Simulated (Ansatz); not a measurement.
**C₃H₆ClIn: molecular dynamics**

C₃H₆ClIn, SMILES C=C[CH2][InH][Cl], computed with UKS BLYP/def2-SVP (Ansatz 0.2.0).

The geometry comes from this level: PBE0-D4/def2-TZVP. Figures and captions count atoms from 1; the log counts them from 0 in places.

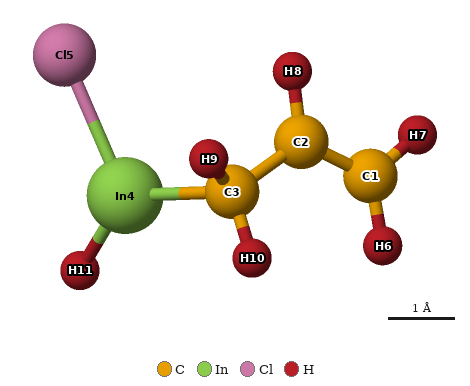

The structure as given in the input (ball-and-stick view, seen on its broad side; atoms are numbered from 1 in the order of the input). Sticks mark near contacts. Bond lengths as drawn: Cl–In 2.36 Å, C–C 1.33 to 1.48 Å, C–H 1.08 to 1.09 Å, C–In 2.16 Å and H–In 1.71 Å.

**The input**
```yaml
crystal:
  periodic: [false, false, false]
  atoms:
    - {symbol: C, position_ang: [0.528148, 1.479967, 1.098887]}
    - {symbol: C, position_ang: [-0.307219, 0.492503, 0.781967]}
    - {symbol: C, position_ang: [0.084096, -0.896264, 0.443561]}
    - {symbol: In, position_ang: [-0.012905, -0.979323, -1.711205]}
    - {symbol: Cl, position_ang: [-2.257425, -0.848512, -2.414369]}
    - {symbol: H, position_ang: [1.600038, 1.319669, 1.169207]}
    - {symbol: H, position_ang: [0.163478, 2.477388, 1.310706]}
    - {symbol: H, position_ang: [-1.372399, 0.710269, 0.726955]}
    - {symbol: H, position_ang: [-0.620570, -1.633557, 0.829734]}
    - {symbol: H, position_ang: [1.094934, -1.139936, 0.772070]}
    - {symbol: H, position_ang: [1.099805, -0.982213, -3.007512]}
basis:
  gaussian: {orbitals: def2-SVP}
magnetization: {spin_polarized: true, initial_magnetization: 0}
hamiltonian: {xc: {name: BLYP}}
md: {timestep: 0.5 fs, n_steps: 30, ensemble: nvt_langevin, temperature: 500, initial_velocities: maxwell_boltzmann, friction: 0.01, seed: 221}
```

Run as:
```bash
ansatz run in.yaml --threads 4 --pin off --events-out ev --progress --plain --max-ram 10444MiB
```

**What the program printed**
```
Functional definition: BLYP
  name "BLYP"
  cite "Becke, Phys. Rev. A 38, 3098 (1988) doi:10.1103/PhysRevA.38.3098"
  cite "Lee, Yang & Parr, Phys. Rev. B 37, 785 (1988) doi:10.1103/PhysRevB.37.785"
  parameter beta = 0.0042
  parameter a = 0.04918
  parameter b = 0.132
  parameter c = 0.2533
  parameter d = 0.349
  exchange = b88_x(beta = beta)
  correlation = lyp_c(a = a, b = b, c = c, d = d)
1333 factors; their error is unknown
mean field evaluation 1: about -20882.7370 eV, gradient 4.8e1 eV
mean field evaluation 2: about -20818.0088 eV, gradient 9.8e1 eV
mean field evaluation 4: about -20895.6980 eV, gradient 8.0e0 eV
mean field evaluation 8: about -20896.0339 eV, gradient 8.1e-2 eV
mean field evaluation 16: about -20895.9808 eV, gradient 1.0e-4 eV
mean field -20895.98084763 eV, -767.9131323458 hartree, gradient 1.9e-5 eV, S^2 0.000000; 0 other end points of the search recorded, 0 dependent functions left out
the calculation of the forces begins
reference -20895.98122266 eV, -767.9131461281 hartree; 31, 31 occupied and 85, 85 virtual orbitals, 1333 factors
md step     0: t =     0.00 fs  T =   454.5 K  F+E_penalty+E_count = -20895.98084763 eV  E_kin = 0.646300 eV  (32 SCF iters)
these checks for a lower state are left out or cut short: starts, cluster_reference, orbital_swaps, neighbouring_geometries, increment
1333 factors; their error is unknown
mean field -20895.98238384 eV, -767.9131888004 hartree, gradient 2.1e-5 eV, S^2 0.000000; 0 other end points of the search recorded, 0 dependent functions left out
the calculation of the forces begins
reference -20895.98275900 eV, -767.9132025875 hartree; 31, 31 occupied and 85, 85 virtual orbitals, 1333 factors
md step     1: t =     0.50 fs  T =   454.5 K  F+E_penalty+E_count = -20895.98238384 eV  E_kin = 0.646208 eV  (35 SCF iters)
[... from here on the SCF iterations and repeated set-up lines of each step are left out, up to the last step ...]
md step     2: t =     1.00 fs  T =   450.4 K  F+E_penalty+E_count = -20895.97653203 eV  E_kin = 0.640474 eV  (35 SCF iters)
md step     3: t =     1.50 fs  T =   420.2 K  F+E_penalty+E_count = -20895.96489744 eV  E_kin = 0.597477 eV  (35 SCF iters)
md step     4: t =     2.00 fs  T =   409.8 K  F+E_penalty+E_count = -20895.94676551 eV  E_kin = 0.582671 eV  (35 SCF iters)
md step     5: t =     2.50 fs  T =   406.8 K  F+E_penalty+E_count = -20895.92507452 eV  E_kin = 0.578398 eV  (35 SCF iters)
md step     6: t =     3.00 fs  T =   411.1 K  F+E_penalty+E_count = -20895.90393606 eV  E_kin = 0.584460 eV  (35 SCF iters)
md step     7: t =     3.50 fs  T =   391.2 K  F+E_penalty+E_count = -20895.88402733 eV  E_kin = 0.556220 eV  (34 SCF iters)
md step     8: t =     4.00 fs  T =   390.0 K  F+E_penalty+E_count = -20895.86566900 eV  E_kin = 0.554506 eV  (34 SCF iters)
md step     9: t =     4.50 fs  T =   367.7 K  F+E_penalty+E_count = -20895.84989566 eV  E_kin = 0.522822 eV  (34 SCF iters)
md step    10: t =     5.00 fs  T =   369.4 K  F+E_penalty+E_count = -20895.84091712 eV  E_kin = 0.525224 eV  (34 SCF iters)
md step    11: t =     5.50 fs  T =   361.8 K  F+E_penalty+E_count = -20895.84028475 eV  E_kin = 0.514430 eV  (34 SCF iters)
md step    12: t =     6.00 fs  T =   351.8 K  F+E_penalty+E_count = -20895.84397414 eV  E_kin = 0.500249 eV  (36 SCF iters)
md step    13: t =     6.50 fs  T =   353.2 K  F+E_penalty+E_count = -20895.84774658 eV  E_kin = 0.502248 eV  (36 SCF iters)
md step    14: t =     7.00 fs  T =   354.3 K  F+E_penalty+E_count = -20895.84961813 eV  E_kin = 0.503818 eV  (36 SCF iters)
md step    15: t =     7.50 fs  T =   365.9 K  F+E_penalty+E_count = -20895.85059170 eV  E_kin = 0.520188 eV  (35 SCF iters)
md step    16: t =     8.00 fs  T =   396.0 K  F+E_penalty+E_count = -20895.85197196 eV  E_kin = 0.563011 eV  (35 SCF iters)
md step    17: t =     8.50 fs  T =   400.3 K  F+E_penalty+E_count = -20895.85637460 eV  E_kin = 0.569107 eV  (35 SCF iters)
md step    18: t =     9.00 fs  T =   435.2 K  F+E_penalty+E_count = -20895.86171809 eV  E_kin = 0.618854 eV  (35 SCF iters)
md step    19: t =     9.50 fs  T =   424.2 K  F+E_penalty+E_count = -20895.86360055 eV  E_kin = 0.603110 eV  (35 SCF iters)
md step    20: t =    10.00 fs  T =   413.6 K  F+E_penalty+E_count = -20895.86130674 eV  E_kin = 0.588068 eV  (34 SCF iters)
md step    21: t =    10.50 fs  T =   412.4 K  F+E_penalty+E_count = -20895.85298099 eV  E_kin = 0.586431 eV  (35 SCF iters)
md step    22: t =    11.00 fs  T =   400.0 K  F+E_penalty+E_count = -20895.83968838 eV  E_kin = 0.568780 eV  (35 SCF iters)
md step    23: t =    11.50 fs  T =   420.1 K  F+E_penalty+E_count = -20895.82488842 eV  E_kin = 0.597307 eV  (35 SCF iters)
md step    24: t =    12.00 fs  T =   429.2 K  F+E_penalty+E_count = -20895.81109344 eV  E_kin = 0.610224 eV  (37 SCF iters)
md step    25: t =    12.50 fs  T =   414.6 K  F+E_penalty+E_count = -20895.79963551 eV  E_kin = 0.589444 eV  (37 SCF iters)
md step    26: t =    13.00 fs  T =   419.8 K  F+E_penalty+E_count = -20895.79063013 eV  E_kin = 0.596928 eV  (37 SCF iters)
md step    27: t =    13.50 fs  T =   410.9 K  F+E_penalty+E_count = -20895.78181346 eV  E_kin = 0.584232 eV  (37 SCF iters)
md step    28: t =    14.00 fs  T =   415.1 K  F+E_penalty+E_count = -20895.77058243 eV  E_kin = 0.590193 eV  (37 SCF iters)
md step    29: t =    14.50 fs  T =   423.7 K  F+E_penalty+E_count = -20895.75612550 eV  E_kin = 0.602378 eV  (36 SCF iters)
these checks for a lower state are left out or cut short: starts, cluster_reference, orbital_swaps, neighbouring_geometries, increment
1333 factors; their error is unknown
mean field -20895.73952211 eV, -767.9042637965 hartree, gradient 8.2e-6 eV, S^2 0.000000; 0 other end points of the search recorded, 0 dependent functions left out
the calculation of the forces begins
reference -20895.73990243 eV, -767.9042777730 hartree; 31, 31 occupied and 85, 85 virtual orbitals, 1333 factors
1333 factors; their error is unknown
mean field evaluation 256: about -20895.4942 eV, gradient 7.3e0 eV
mean field -20895.73952211 eV, -767.9042637965 hartree, gradient 1.4e-5 eV, S^2 0.000000; 1 other end points of the search recorded, 0 dependent functions left out
the calculation of the forces begins
reference -20895.73990243 eV, -767.9042777729 hartree; 31, 31 occupied and 85, 85 virtual orbitals, 1333 factors
md step    30: t =    15.00 fs  T =   453.4 K  F+E_penalty+E_count = -20895.73952211 eV  E_kin = 0.644695 eV  (35 SCF iters)
```

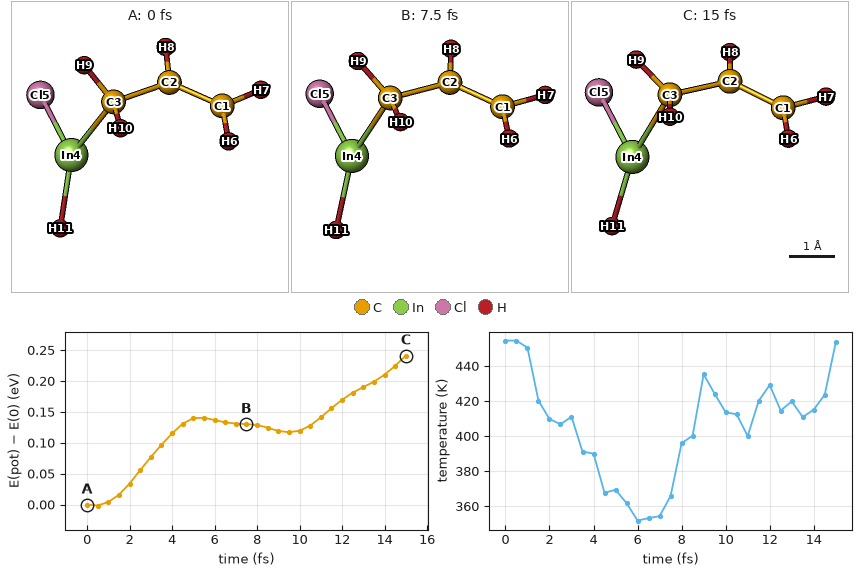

Frames of the molecular dynamics (ball-and-stick, seen at an oblique angle) above the curves, on which the letters mark them. The trajectory kept here has 31 frames over 15 fs. The temperature starts at 455 K, ranges from 352 to 455 K and averages 415 K over the second half. The potential energy ends 0.241 eV above its first value. After an unweighted best fit of the last frame on the first, the root-mean-square displacement is 0.17 Å.

```
Total energy: -20895.73990243 eV, -767.9042777729 hartree
Atom 0 at     0.537905     1.506776     1.107003 Å, force    -0.797377    -0.402231     0.132367 eV/Å
Atom 1 at    -0.384606     0.525643     0.761374 Å, force     0.486867     0.644792     0.074866 eV/Å
Atom 2 at    -0.060628    -0.955874     0.482294 Å, force     1.412219     0.080876     0.431467 eV/Å
Atom 3 at     0.022970    -0.944234    -1.735140 Å, force    -0.222124    -0.410348     0.092194 eV/Å
Atom 4 at    -2.302651    -0.970094    -2.348811 Å, force    -0.346803     0.060906    -0.108851 eV/Å
Atom 5 at     1.613396     1.288029     1.319246 Å, force    -0.479074    -0.099790    -0.125367 eV/Å
Atom 6 at     0.243946     2.586079     1.288594 Å, force     0.058807    -0.975085    -0.339640 eV/Å
Atom 7 at    -1.447008     0.881146     0.522329 Å, force     1.014209    -0.591611     0.384046 eV/Å
Atom 8 at    -0.802647    -1.744592     0.724774 Å, force    -0.364941     0.529396    -0.018431 eV/Å
Atom 9 at     0.939386    -1.379874     0.900282 Å, force    -1.110085     1.037678    -0.451856 eV/Å
Atom 10 at     0.875732    -1.004539    -3.221919 Å, force     0.348303     0.125418    -0.070795 eV/Å
Dipole moment:     0.611387    -0.004431     0.318497 e Å
```

**Trajectory as extended XYZ (Å, eV, eV/Å), 9 of the 31 frames kept, from step=0 to step=30**
```
11
Properties=species:S:1:pos:R:3:forces:R:3 step=0 time_fs=0.0 energy=-20895.98085 temperature=454.5
C     0.5281    1.4800    1.0989    0.3978   0.5502   0.1790
C    -0.3072    0.4925    0.7820   -0.3413  -0.5034  -0.1005
C     0.0841   -0.8963    0.4436   -0.0242   0.0279   0.2697
In   -0.0129   -0.9793   -1.7112    0.4293  -0.1923  -0.1929
Cl   -2.2574   -0.8485   -2.4144   -0.7480   0.0448  -0.2757
H     1.6000    1.3197    1.1692    0.5785  -0.0583   0.0410
H     0.1635    2.4774    1.3107   -0.1732   0.5674   0.1278
H    -1.3724    0.7103    0.7270   -0.5554   0.1086  -0.0250
H    -0.6206   -1.6336    0.8297   -0.3374  -0.4101   0.1508
H     1.0949   -1.1399    0.7721    0.5130  -0.1613   0.1308
H     1.0998   -0.9822   -3.0075    0.2608   0.0266  -0.3050
11
Properties=species:S:1:pos:R:3:forces:R:3 step=4 time_fs=2.0 energy=-20895.94677 temperature=409.8
C     0.5214    1.4833    1.0960    1.6150   0.8150   0.4253
C    -0.3045    0.5026    0.7811   -1.0483  -1.2649  -0.3320
C     0.0556   -0.9163    0.4423    1.0641   0.1829   0.9915
In   -0.0090   -0.9748   -1.7131    0.6493  -0.2286  -0.5375
Cl   -2.2613   -0.8631   -2.4025   -0.7328   0.0458  -0.2774
H     1.6025    1.3135    1.1959    0.2135  -0.0602  -0.0281
H     0.2043    2.4989    1.2998   -0.3639   0.4957   0.0820
H    -1.3604    0.7530    0.7227   -0.6890   0.0267  -0.0886
H    -0.6649   -1.6724    0.8221    0.1723   0.1318   0.0096
H     1.1181   -1.1152    0.7996   -0.8727  -0.1876  -0.3077
H     1.1019   -0.9949   -3.0603   -0.0075   0.0434   0.0628
11
Properties=species:S:1:pos:R:3:forces:R:3 step=8 time_fs=4.0 energy=-20895.86567 temperature=390.0
C     0.5169    1.4865    1.0921    2.3223   1.4393   0.8046
C    -0.3050    0.5082    0.7822   -2.3552  -1.4114  -0.5255
C     0.0316   -0.9336    0.4469    1.2317   0.4364   1.2233
In   -0.0050   -0.9692   -1.7161    0.7337  -0.2504  -0.7215
Cl   -2.2670   -0.8787   -2.3928   -0.6892   0.0422  -0.2626
H     1.6062    1.3054    1.2344   -0.1748  -0.0290  -0.1511
H     0.2311    2.5311    1.2980   -0.3245  -0.1545  -0.0888
H    -1.3802    0.7958    0.7186    0.1434  -0.2873  -0.0991
H    -0.7060   -1.7034    0.8114    0.5032   0.5096  -0.0660
H     1.1086   -1.1004    0.8246   -1.2280  -0.3535  -0.4396
H     1.0906   -0.9932   -3.1127   -0.1626   0.0586   0.3263
11
Properties=species:S:1:pos:R:3:forces:R:3 step=11 time_fs=5.5 energy=-20895.84028 temperature=361.8
C     0.5175    1.4899    1.0897    2.1881   1.6144   0.9492
C    -0.3093    0.5093    0.7824   -2.6719  -1.1965  -0.5627
C     0.0179   -0.9478    0.4530    0.7228   0.8358   0.9927
In   -0.0020   -0.9649   -1.7181    0.6868  -0.2613  -0.7224
Cl   -2.2722   -0.8905   -2.3868   -0.6397   0.0398  -0.2403
H     1.6033    1.3029    1.2595   -0.1911  -0.0449  -0.2059
H     0.2449    2.5542    1.3007   -0.2725  -0.6452  -0.2236
H    -1.3915    0.8227    0.7083    0.5105  -0.4683  -0.0868
H    -0.7272   -1.7222    0.7974    0.5358   0.6007  -0.0322
H     1.0715   -1.0967    0.8349   -0.6940  -0.5424  -0.2673
H     1.0700   -0.9867   -3.1410   -0.1746   0.0679   0.3994
11
Properties=species:S:1:pos:R:3:forces:R:3 step=15 time_fs=7.5 energy=-20895.85059 temperature=365.9
C     0.5227    1.4966    1.0903    1.3927   0.8141   0.7719
C    -0.3229    0.5080    0.7786   -1.7039  -0.5132  -0.3422
C     0.0049   -0.9611    0.4616   -0.9193   1.2744   0.2582
In    0.0022   -0.9593   -1.7209    0.5119  -0.2854  -0.5646
Cl   -2.2794   -0.9051   -2.3787   -0.5713   0.0408  -0.2040
H     1.5975    1.3021    1.2846   -0.0345  -0.0938  -0.2096
H     0.2564    2.5638    1.3020   -0.2987  -0.6847  -0.2719
H    -1.3869    0.8507    0.6866    0.2897  -0.5314  -0.0994
H    -0.7458   -1.7388    0.7778    0.4222   0.6311  -0.0025
H     0.9969   -1.1224    0.8410    0.9811  -0.7330   0.3302
H     1.0269   -0.9803   -3.1627   -0.0699   0.0811   0.3337
11
Properties=species:S:1:pos:R:3:forces:R:3 step=19 time_fs=9.5 energy=-20895.86360 temperature=424.2
C     0.5323    1.5054    1.0944    0.2725  -1.1330   0.1877
C    -0.3424    0.5099    0.7740    0.2902  -0.0503   0.0382
C    -0.0117   -0.9675    0.4669   -0.9974   1.5478  -0.0924
In    0.0077   -0.9540   -1.7245    0.1878  -0.3079  -0.2336
Cl   -2.2871   -0.9211   -2.3707   -0.4980   0.0445  -0.1689
H     1.5874    1.3012    1.2957    0.4325  -0.2157  -0.1046
H     0.2684    2.5377    1.2965   -0.5653   0.4407  -0.0874
H    -1.3680    0.8672    0.6576   -0.5777  -0.3247  -0.1474
H    -0.7478   -1.7498    0.7574    0.0073   0.4511   0.0799
H     0.9622   -1.1815    0.8438    1.2848  -0.5459   0.4624
H     0.9717   -0.9757   -3.1655    0.1633   0.0933   0.0662
11
Properties=species:S:1:pos:R:3:forces:R:3 step=22 time_fs=11.0 energy=-20895.83969 temperature=400.0
C     0.5365    1.5109    1.0983   -0.2248  -2.4925  -0.1971
C    -0.3572    0.5131    0.7714    1.1295   0.2014   0.2120
C    -0.0266   -0.9687    0.4698    0.4735   1.3653   0.2064
In    0.0116   -0.9510   -1.7272   -0.0174  -0.3243  -0.0035
Cl   -2.2922   -0.9336   -2.3645   -0.4568   0.0478  -0.1477
H     1.5843    1.3010    1.3017    0.5793  -0.2927  -0.0427
H     0.2765    2.5191    1.2901   -0.8003   1.4100   0.0696
H    -1.3733    0.8761    0.6259   -0.6752  -0.2789  -0.1126
H    -0.7506   -1.7541    0.7402   -0.3296   0.2718   0.1545
H     0.9722   -1.2392    0.8626    0.0049  -0.0088  -0.0169
H     0.9330   -0.9784   -3.1703    0.3169   0.1011  -0.1220
11
Properties=species:S:1:pos:R:3:forces:R:3 step=26 time_fs=13.0 energy=-20895.79063 temperature=419.8
C     0.5390    1.5113    1.1026   -0.4952  -2.1185  -0.1628
C    -0.3730    0.5195    0.7670    1.0009   0.5139   0.2178
C    -0.0460   -0.9642    0.4740    1.7937   0.8355   0.4830
In    0.0175   -0.9472   -1.7309   -0.1938  -0.3636   0.1520
Cl   -2.2980   -0.9520   -2.3563   -0.3998   0.0544  -0.1260
H     1.5980    1.2952    1.3075    0.1157  -0.2291  -0.0674
H     0.2707    2.5365    1.2864   -0.5496   0.7823  -0.0566
H    -1.4060    0.8887    0.5778    0.1113  -0.4777   0.0922
H    -0.7637   -1.7523    0.7270   -0.5909   0.1807   0.1626
H     0.9807   -1.3174    0.8864   -1.2010   0.7095  -0.4762
H     0.8961   -0.9943   -3.1872    0.4087   0.1124  -0.2186
11
Properties=species:S:1:pos:R:3:forces:R:3 step=30 time_fs=15.0 energy=-20895.73952 temperature=453.4
C     0.5379    1.5068    1.1070   -0.7974  -0.4022   0.1324
C    -0.3846    0.5256    0.7614    0.4869   0.6448   0.0749
C    -0.0606   -0.9559    0.4823    1.4122   0.0809   0.4315
In    0.0230   -0.9442   -1.7351   -0.2221  -0.4103   0.0922
Cl   -2.3027   -0.9701   -2.3488   -0.3468   0.0609  -0.1089
H     1.6134    1.2880    1.3192   -0.4791  -0.0998  -0.1254
H     0.2439    2.5861    1.2886    0.0588  -0.9751  -0.3396
H    -1.4470    0.8811    0.5223    1.0142  -0.5916   0.3840
H    -0.8026   -1.7446    0.7248   -0.3649   0.5294  -0.0184
H     0.9394   -1.3799    0.9003   -1.1101   1.0377  -0.4519
H     0.8757   -1.0045   -3.2219    0.3483   0.1254  -0.0708
```

**Key numbers**

```tsv
quantity	value
outcome	finished
mean temperature over the second half	415 K
trajectory	30 steps, 15 fs
ensemble	nvt_langevin
temperature in the input	500 K
time step	0.5 fs
potential energy (last step)	−20895.7399 eV
SCF solution under orbital rotations (last step)	stable
largest force (length of the vector) (last step)	1.585 eV/Å
dipole moment (last step)	3.31 D
hardware	4 threads of Arm Neoverse V1, 23 GiB of memory available, shared host
wall time	75 s (CPU time 4.8 min)
peak memory	0.2 GiB
```

**Remarks**

So short a trajectory is not equilibrated. The logged temperature at the start can lie below the typed one, since it is counted over all degrees of freedom.
